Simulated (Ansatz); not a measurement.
**Geometry relaxation, with input and output: CH₅BrFNSi (part 1 of 2)**

CH₅BrFNSi, SMILES CN[SiH](F)Br, computed with RKS PBE0-D4/def2-TZVP (Ansatz 0.2.0).

The geometry: PBE-D4/def2-SVP start. Figures and captions count atoms from 1; the log counts them from 0 in places.

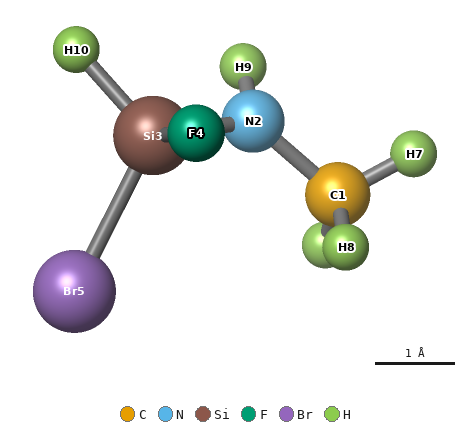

*The structure as given in the input (ball-and-stick view, seen at a tilt; atoms are numbered from 1 in the order of the input).*

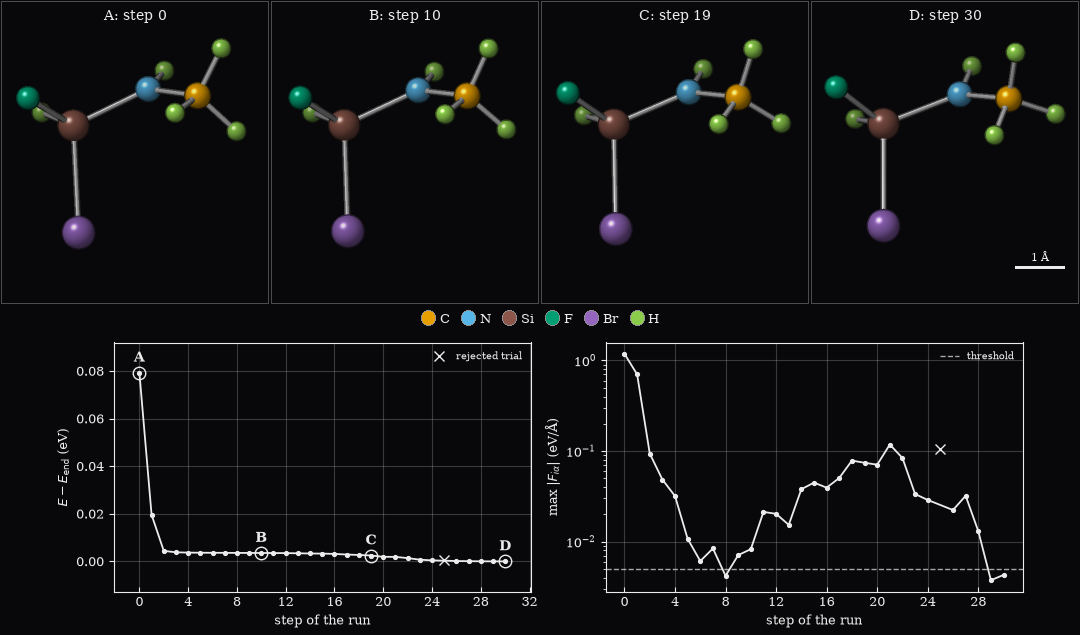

*Frames of the relaxation (ball-and-stick view, seen at a tilt) above the curves, on which the letters mark them (the first geometry is step 0 here and step 1 in the log).*

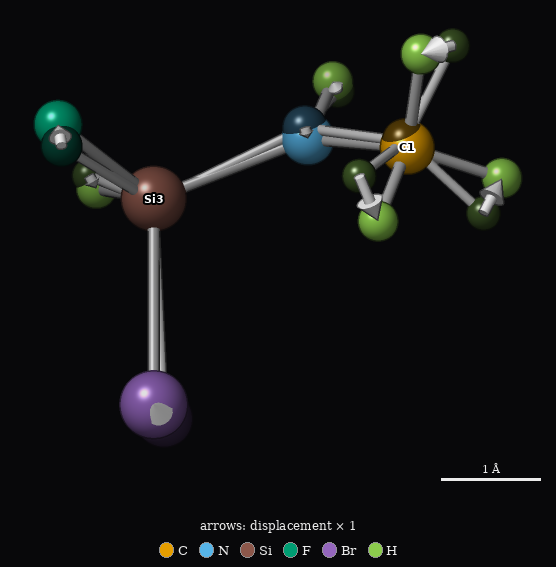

*Start (faint) and end (solid) with the displacements as white arrows, at true length (ball-and-stick view, seen at a tilt). The two geometries are laid on each other by the best rigid fit.*

H8 moves most after the best rigid fit: 0.55 Å. By element the largest moves are H 0.55 Å, Br 0.37 Å, F 0.29 Å, N 0.12 Å, C 0.07 Å, Si 0.03 Å. Among the contacts that change: Si3–F4 1.635 → 1.594 Å, Si3–Br5 2.242 → 2.213 Å, N2–Si3 1.711 → 1.682 Å, C1–H6 1.114 → 1.093 Å. Among the angles that change: N2–Si3–F4 110.9° → 114.1°, N2–Si3–Br5 112.8° → 110.4°, F4–Si3–H10 110.0° → 107.9°. Over 30 geometry steps the energy falls by 0.079 eV. The largest force component goes from 1.2 to 0.0043 eV/Å. The line search rejected the trial step at point 25 (counted from 0) and went back. (Atoms are counted from 1 in the order of the input.)

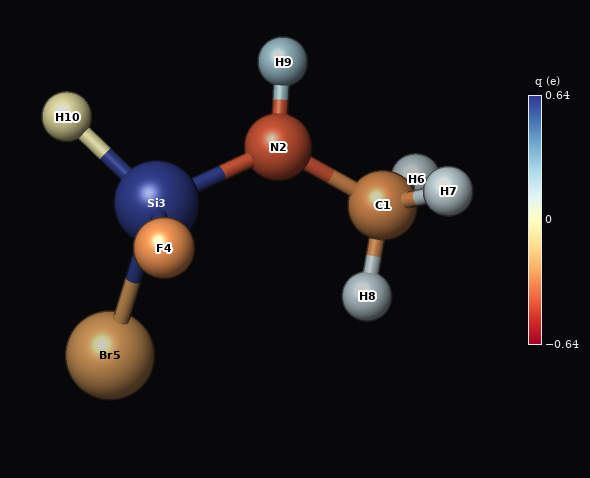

*Mulliken charges, as the colour of each atom (ball-and-stick view, seen at a tilt; atoms are numbered from 1 in the order of the input).*

By element: C −0.28, N −0.40, Si +0.61, F −0.29, Br −0.23 and H −0.03 to +0.23 e.

These pictures come from the run below.

Input file
```yaml
crystal:
  periodic: [false, false, false]
  atoms:
    - {symbol: C, position_ang: [-1.192531, 0.138592, -0.761560]}
    - {symbol: N, position_ang: [-0.132497, -0.655362, -0.158419]}
    - {symbol: Si, position_ang: [1.116267, -0.073500, 0.856067]}
    - {symbol: F, position_ang: [0.509880, 0.476564, 2.271606]}
    - {symbol: Br, position_ang: [2.163621, 1.716798, 0.004120]}
    - {symbol: H, position_ang: [-0.991817, 0.401132, -1.825285]}
    - {symbol: H, position_ang: [-2.170181, -0.387496, -0.714894]}
    - {symbol: H, position_ang: [-1.311137, 1.090392, -0.206682]}
    - {symbol: H, position_ang: [0.006396, -1.579971, -0.572852]}
    - {symbol: H, position_ang: [2.085000, -1.178349, 1.110798]}
basis:
  gaussian: {orbitals: def2-TZVP}
hamiltonian: {xc: pbe0, dispersion: d4}
relax: {f_tol: 0.005, max_steps: 150}
```

Run as:
```bash
ansatz run in.yaml --threads 4 --pin off --events-out ev --progress --plain --max-ram 10444MiB
```

Output
```
Functional definition: PBE0
  name "PBE0"
  cite "Adamo & Barone, J. Chem. Phys. 110, 6158 (1999) doi:10.1063/1.478522"
  cite "Perdew, Burke & Ernzerhof, Phys. Rev. Lett. 77, 3865 (1996) doi:10.1103/PhysRevLett.77.3865"
  parent pbe
  parameter a = 0.25
  parameter kappa = 0.804
  parameter beta = 0.06672455060314922
  exchange = (1 - a)*pbe_x(kappa = kappa, mu = beta*pi^2/3) + a*exact_x
  correlation = pbe_c(beta = beta)
1392 factors; their error is unknown
mean field evaluation 1: about -83230.5445 eV, gradient 6.4e1 eV
mean field evaluation 2: about -83219.1756 eV, gradient 9.5e1 eV
mean field evaluation 4: about -83238.1286 eV, gradient 4.5e0 eV
mean field evaluation 8: about -83238.6374 eV, gradient 5.1e-1 eV
mean field evaluation 16: about -83238.6376 eV, gradient 2.0e-4 eV
mean field -83238.63764324 eV, -3058.9635122139 hartree, gradient 6.0e-5 eV, S^2 0.000000; 0 other end points of the search recorded, 0 dependent functions left out
the calculation of the forces begins
reference -83238.63767421 eV, -3058.9635133521 hartree; 38, 38 occupied and 170, 170 virtual orbitals, 1392 factors
relax step   1: F+E_penalty+E_count = -83238.84043726 eV  Δ(F+E_penalty+E_count) = +0.000e0 eV  max|allowed force component| = 1.184e0 eV/Å  Δτ_max = 0.0000 Å  (29 SCF iters, accepted)
these checks for a lower state are left out or cut short: starts, cluster_reference, orbital_swaps, neighbouring_geometries, increment
1392 factors; their error is unknown
mean field -83238.69627847 eV, -3058.9656670190 hartree, gradient 2.6e-5 eV, S^2 0.000000; 0 other end points of the search recorded, 0 dependent functions left out
[... from here on the field's lines of each further geometry are left out, up to the last ...]
relax step   2: F+E_penalty+E_count = -83238.90015213 eV  Δ(F+E_penalty+E_count) = -5.971e-2 eV  max|allowed force component| = 7.025e-1 eV/Å  Δτ_max = 0.0276 Å  (31 SCF iters, accepted)
relax step   3: F+E_penalty+E_count = -83238.91532441 eV  Δ(F+E_penalty+E_count) = -1.517e-2 eV  max|allowed force component| = 9.384e-2 eV/Å  Δτ_max = 0.0278 Å  (30 SCF iters, accepted)
relax step   4: F+E_penalty+E_count = -83238.91592107 eV  Δ(F+E_penalty+E_count) = -5.967e-4 eV  max|allowed force component| = 4.843e-2 eV/Å  Δτ_max = 0.0117 Å  (30 SCF iters, accepted)
relax step   5: F+E_penalty+E_count = -83238.91605191 eV  Δ(F+E_penalty+E_count) = -1.308e-4 eV  max|allowed force component| = 3.183e-2 eV/Å  Δτ_max = 0.0027 Å  (31 SCF iters, accepted)
relax step   6: F+E_penalty+E_count = -83238.91610470 eV  Δ(F+E_penalty+E_count) = -5.279e-5 eV  max|allowed force component| = 1.072e-2 eV/Å  Δτ_max = 0.0026 Å  (31 SCF iters, accepted)
relax step   7: F+E_penalty+E_count = -83238.91612940 eV  Δ(F+E_penalty+E_count) = -2.470e-5 eV  max|allowed force component| = 6.100e-3 eV/Å  Δτ_max = 0.0027 Å  (31 SCF iters, accepted)
relax step   8: F+E_penalty+E_count = -83238.91615008 eV  Δ(F+E_penalty+E_count) = -2.068e-5 eV  max|allowed force component| = 8.397e-3 eV/Å  Δτ_max = 0.0042 Å  (31 SCF iters, accepted)
relax step   9: F+E_penalty+E_count = -83238.91617557 eV  Δ(F+E_penalty+E_count) = -2.549e-5 eV  max|allowed force component| = 4.190e-3 eV/Å  Δτ_max = 0.0076 Å  (31 SCF iters, accepted)
relax step  10: F+E_penalty+E_count = -83238.91619602 eV  Δ(F+E_penalty+E_count) = -2.045e-5 eV  max|allowed force component| = 7.092e-3 eV/Å  Δτ_max = 0.0119 Å  (31 SCF iters, accepted)
relax step  11: F+E_penalty+E_count = -83238.91621308 eV  Δ(F+E_penalty+E_count) = -1.706e-5 eV  max|allowed force component| = 8.260e-3 eV/Å  Δτ_max = 0.0120 Å  (31 SCF iters, accepted)
relax step  12: F+E_penalty+E_count = -83238.91623257 eV  Δ(F+E_penalty+E_count) = -1.949e-5 eV  max|allowed force component| = 2.128e-2 eV/Å  Δτ_max = 0.0255 Å  (30 SCF iters, accepted)
relax step  13: F+E_penalty+E_count = -83238.91626444 eV  Δ(F+E_penalty+E_count) = -3.187e-5 eV  max|allowed force component| = 2.026e-2 eV/Å  Δτ_max = 0.0058 Å  (31 SCF iters, accepted)
relax step  14: F+E_penalty+E_count = -83238.91633710 eV  Δ(F+E_penalty+E_count) = -7.266e-5 eV  max|allowed force component| = 1.531e-2 eV/Å  Δτ_max = 0.0171 Å  (30 SCF iters, accepted)
relax step  15: F+E_penalty+E_count = -83238.91642452 eV  Δ(F+E_penalty+E_count) = -8.742e-5 eV  max|allowed force component| = 3.789e-2 eV/Å  Δτ_max = 0.0501 Å  (30 SCF iters, accepted)
relax step  16: F+E_penalty+E_count = -83238.91647368 eV  Δ(F+E_penalty+E_count) = -4.916e-5 eV  max|allowed force component| = 4.482e-2 eV/Å  Δτ_max = 0.0116 Å  (32 SCF iters, accepted)
relax step  17: F+E_penalty+E_count = -83238.91659846 eV  Δ(F+E_penalty+E_count) = -1.248e-4 eV  max|allowed force component| = 3.940e-2 eV/Å  Δτ_max = 0.0095 Å  (32 SCF iters, accepted)
relax step  18: F+E_penalty+E_count = -83238.91686331 eV  Δ(F+E_penalty+E_count) = -2.649e-4 eV  max|allowed force component| = 5.047e-2 eV/Å  Δτ_max = 0.0489 Å  (30 SCF iters, accepted)
relax step  19: F+E_penalty+E_count = -83238.91704161 eV  Δ(F+E_penalty+E_count) = -1.783e-4 eV  max|allowed force component| = 7.841e-2 eV/Å  Δτ_max = 0.0458 Å  (30 SCF iters, accepted)
relax step  20: F+E_penalty+E_count = -83238.91726994 eV  Δ(F+E_penalty+E_count) = -2.283e-4 eV  max|allowed force component| = 7.421e-2 eV/Å  Δτ_max = 0.0182 Å  (31 SCF iters, accepted)
relax step  21: F+E_penalty+E_count = -83238.91782284 eV  Δ(F+E_penalty+E_count) = -5.529e-4 eV  max|allowed force component| = 7.067e-2 eV/Å  Δτ_max = 0.0627 Å  (30 SCF iters, accepted)
relax step  22: F+E_penalty+E_count = -83238.91784310 eV  Δ(F+E_penalty+E_count) = -2.027e-5 eV  max|allowed force component| = 1.181e-1 eV/Å  Δτ_max = 0.0689 Å  (30 SCF iters, accepted)
relax step  23: F+E_penalty+E_count = -83238.91836165 eV  Δ(F+E_penalty+E_count) = -5.185e-4 eV  max|allowed force component| = 8.368e-2 eV/Å  Δτ_max = 0.0117 Å  (32 SCF iters, accepted)
relax step  24: F+E_penalty+E_count = -83238.91902075 eV  Δ(F+E_penalty+E_count) = -6.591e-4 eV  max|allowed force component| = 3.351e-2 eV/Å  Δτ_max = 0.0276 Å  (31 SCF iters, accepted)
relax step  25: F+E_penalty+E_count = -83238.91931499 eV  Δ(F+E_penalty+E_count) = -2.942e-4 eV  max|allowed force component| = 2.884e-2 eV/Å  Δτ_max = 0.0373 Å  (31 SCF iters, accepted)
relax step  26: F+E_penalty+E_count = -83238.91914954 eV  Δ(F+E_penalty+E_count) = +1.654e-4 eV  max|allowed force component| = 1.050e-1 eV/Å  Δτ_max = 0.0819 Å  (30 SCF iters, rejected (line search))
relax step  27: F+E_penalty+E_count = -83238.91958420 eV  Δ(F+E_penalty+E_count) = -2.692e-4 eV  max|allowed force component| = 2.232e-2 eV/Å  Δτ_max = 0.0399 Å  (31 SCF iters, accepted)
relax step  28: F+E_penalty+E_count = -83238.91966112 eV  Δ(F+E_penalty+E_count) = -7.692e-5 eV  max|allowed force component| = 3.208e-2 eV/Å  Δτ_max = 0.0359 Å  (31 SCF iters, accepted)
relax step  29: F+E_penalty+E_count = -83238.91971017 eV  Δ(F+E_penalty+E_count) = -4.905e-5 eV  max|allowed force component| = 1.307e-2 eV/Å  Δτ_max = 0.0046 Å  (31 SCF iters, accepted)
relax step  30: F+E_penalty+E_count = -83238.91973725 eV  Δ(F+E_penalty+E_count) = -2.707e-5 eV  max|allowed force component| = 3.744e-3 eV/Å  Δτ_max = 0.0040 Å  (31 SCF iters, accepted)
the calculation of the forces begins
reference -83238.71499062 eV, -3058.9663546779 hartree; 38, 38 occupied and 170, 170 virtual orbitals, 1392 factors
relax step  31: F+E_penalty+E_count = -83238.91974187 eV  Δ(F+E_penalty+E_count) = -4.625e-6 eV  max|allowed force component| = 4.290e-3 eV/Å  Δτ_max = 0.0067 Å  (31 SCF iters, accepted)
1392 factors; their error is unknown
mean field -83238.71495949 eV, -3058.9663535339 hartree, gradient 2.5e-5 eV, S^2 0.000000; 1 other end points of the search recorded, 0 dependent functions left out
the calculation of the forces begins
reference -83238.71499062 eV, -3058.9663546779 hartree; 38, 38 occupied and 170, 170 virtual orbitals, 1392 factors
Total energy: -83238.91977300 eV, -3058.9738802915 hartree
Atom 0 at    -1.150231     0.158936    -0.815031 Å, force    -0.000683    -0.000519     0.000501 eV/Å
Atom 1 at    -0.061859    -0.605772    -0.241065 Å, force    -0.000212     0.002079     0.000527 eV/Å
Atom 2 at     1.089040    -0.087548     0.870532 Å, force     0.004290    -0.002889    -0.000601 eV/Å
Atom 3 at     0.508894     0.181777     2.331049 Å, force    -0.000973     0.001092    -0.000784 eV/Å
Atom 4 at     1.929839     1.865900     0.259071 Å, force    -0.001843     0.001265     0.000058 eV/Å
Atom 5 at    -1.198067     0.022931    -1.898652 Å, force     0.000365    -0.000322    -0.000235 eV/Å
Atom 6 at    -2.119879    -0.112407    -0.385902 Å, force    -0.000837    -0.000192     0.000360 eV/Å
Atom 7 at    -0.988498     1.221753    -0.628420 Å, force     0.000404     0.001368    -0.000260 eV/Å
Atom 8 at    -0.068535    -1.586102    -0.473331 Å, force     0.000990    -0.000448     0.000058 eV/Å
Atom 9 at     2.142296    -1.110669     0.984648 Å, force    -0.001500    -0.001434     0.000376 eV/Å
Dipole moment:    -0.258169    -0.384411    -0.357273 e Å
```

Trajectory as extended XYZ (Å, eV, eV/Å), 31 frames, from step=1 to step=31
```
10
Properties=species:S:1:pos:R:3:forces:R:3 step=1 energy=-83238.84044
C    -1.1925    0.1386   -0.7616   -0.3106   0.2468  -0.1630
N    -0.1325   -0.6554   -0.1584    0.4929  -0.1331   0.1316
Si    1.1163   -0.0735    0.8561   -0.7582   0.2094   0.4962
F     0.5099    0.4766    2.2716    0.5233  -0.4638  -1.1841
Br    2.1636    1.7168    0.0041   -0.1902  -0.3317   0.1728
H    -0.9918    0.4011   -1.8253   -0.0406  -0.1713   0.5672
H    -2.1702   -0.3875   -0.7149    0.5288   0.2275   0.0105
H    -1.3111    1.0904   -0.2067    0.0817  -0.4796  -0.2524
H     0.0064   -1.5800   -0.5729   -0.1031   0.6102   0.2506
H     2.0850   -1.1783    1.1108   -0.2241   0.2856  -0.0295
10
Properties=species:S:1:pos:R:3:forces:R:3 step=2 energy=-83238.90015
C    -1.1882    0.1403   -0.7567   -0.1255   0.0825  -0.0793
N    -0.1342   -0.6524   -0.1555    0.3455   0.0066   0.1689
Si    1.1070   -0.0739    0.8454   -0.5640   0.1182   0.4781
F     0.5129    0.4725    2.2471    0.2937  -0.2964  -0.7025
Br    2.1458    1.6969    0.0112    0.0017  -0.0115  -0.0119
H    -0.9796    0.3950   -1.8069   -0.0221  -0.0458   0.1731
H    -2.1517   -0.3847   -0.7101    0.1531   0.0759   0.0018
H    -1.3038    1.0808   -0.2063    0.0184  -0.1372  -0.0753
H     0.0042   -1.5641   -0.5705   -0.0463   0.1536   0.0576
H     2.0707   -1.1616    1.1052   -0.0544   0.0541  -0.0105
10
Properties=species:S:1:pos:R:3:forces:R:3 step=3 energy=-83238.91532
C    -1.1839    0.1421   -0.7532   -0.0163  -0.0103  -0.0068
N    -0.1268   -0.6463   -0.1540    0.0596   0.0144   0.0106
Si    1.0983   -0.0702    0.8462   -0.0938  -0.0457   0.0760
F     0.5046    0.4532    2.2289    0.0436   0.0278  -0.0469
Br    2.1418    1.6925    0.0016    0.0123   0.0303   0.0060
H    -0.9784    0.3917   -1.7985    0.0061   0.0056  -0.0224
H    -2.1405   -0.3826   -0.7008   -0.0230  -0.0109   0.0011
H    -1.2986    1.0792   -0.2075   -0.0024   0.0225   0.0120
H     0.0092   -1.5552   -0.5653   -0.0185  -0.0233  -0.0246
H     2.0574   -1.1556    1.1055    0.0323  -0.0103  -0.0051
10
Properties=species:S:1:pos:R:3:forces:R:3 step=4 energy=-83238.91592
C    -1.1850    0.1417   -0.7535   -0.0164   0.0041  -0.0010
N    -0.1269   -0.6476   -0.1555    0.0484  -0.0145   0.0031
Si    1.0978   -0.0747    0.8468   -0.0297   0.0087   0.0030
F     0.5085    0.4628    2.2236   -0.0053  -0.0002   0.0266
Br    2.1423    1.6931    0.0086    0.0166   0.0104  -0.0158
H    -0.9791    0.3940   -1.7987    0.0037  -0.0016  -0.0019
H    -2.1419   -0.3840   -0.7025   -0.0013  -0.0030   0.0015
H    -1.3005    1.0781   -0.2055    0.0010   0.0028   0.0010
H     0.0060   -1.5572   -0.5675   -0.0155  -0.0021  -0.0106
H     2.0616   -1.1573    1.1073   -0.0016  -0.0048  -0.0060
10
Properties=species:S:1:pos:R:3:forces:R:3 step=5 energy=-83238.91605
C    -1.1852    0.1416   -0.7535   -0.0107   0.0030  -0.0012
N    -0.1258   -0.6470   -0.1564    0.0318  -0.0093  -0.0003
Si    1.0971   -0.0737    0.8478   -0.0145   0.0048  -0.0011
F     0.5071    0.4616    2.2255    0.0019   0.0028   0.0083
Br    2.1446    1.6929    0.0076    0.0024  -0.0008  -0.0011
H    -0.9802    0.3931   -1.7992    0.0009  -0.0018   0.0015
H    -2.1419   -0.3845   -0.7011    0.0014  -0.0005   0.0013
H    -1.3001    1.0785   -0.2061    0.0005  -0.0007  -0.0009
H     0.0065   -1.5568   -0.5684   -0.0110   0.0033  -0.0047
H     2.0610   -1.1568    1.1067   -0.0029  -0.0008  -0.0017
10
Properties=species:S:1:pos:R:3:forces:R:3 step=6 energy=-83238.91610
C    -1.1854    0.1414   -0.7535   -0.0021   0.0000   0.0008
N    -0.1240   -0.6463   -0.1581    0.0107  -0.0029  -0.0029
Si    1.0966   -0.0732    0.8484   -0.0011   0.0030  -0.0062
F     0.5059    0.4620    2.2260    0.0020   0.0020   0.0008
Br    2.1465    1.6925    0.0080   -0.0025  -0.0040   0.0048
H    -0.9822    0.3923   -1.7996   -0.0009  -0.0012   0.0012
H    -2.1416   -0.3854   -0.6988    0.0008   0.0004   0.0010
H    -1.2997    1.0787   -0.2065    0.0001  -0.0010  -0.0009
H     0.0070   -1.5563   -0.5700   -0.0049   0.0029  -0.0004
H     2.0599   -1.1569    1.1070   -0.0021   0.0007   0.0018
10
Properties=species:S:1:pos:R:3:forces:R:3 step=7 energy=-83238.91613
C    -1.1856    0.1413   -0.7535    0.0029  -0.0019   0.0022
N    -0.1223   -0.6457   -0.1601   -0.0020   0.0022  -0.0035
Si    1.0966   -0.0729    0.8485    0.0035   0.0006  -0.0061
F     0.5050    0.4626    2.2256    0.0001   0.0003  -0.0018
Br    2.1480    1.6924    0.0095   -0.0019  -0.0025   0.0045
H    -0.9846    0.3914   -1.8002   -0.0015  -0.0007   0.0003
H    -2.1413   -0.3859   -0.6963   -0.0004   0.0007   0.0007
H    -1.2990    1.0789   -0.2069    0.0000  -0.0002  -0.0005
H     0.0073   -1.5560   -0.5715   -0.0003   0.0008   0.0017
H     2.0589   -1.1572    1.1079   -0.0004   0.0009   0.0025
10
Properties=species:S:1:pos:R:3:forces:R:3 step=8 energy=-83238.91615
C    -1.1857    0.1411   -0.7535    0.0044  -0.0026   0.0024
N    -0.1204   -0.6449   -0.1626   -0.0084   0.0051  -0.0030
Si    1.0968   -0.0727    0.8481    0.0043  -0.0022  -0.0030
F     0.5035    0.4628    2.2246   -0.0019  -0.0006  -0.0022
Br    2.1500    1.6927    0.0121   -0.0004  -0.0001   0.0021
H    -0.9883    0.3896   -1.8013   -0.0012  -0.0006   0.0000
H    -2.1413   -0.3861   -0.6924   -0.0009   0.0008   0.0005
H    -1.2974    1.0795   -0.2080    0.0003   0.0005  -0.0004
H     0.0075   -1.5559   -0.5730    0.0029  -0.0007   0.0024
H     2.0582   -1.1574    1.1090    0.0008   0.0005   0.0012
```
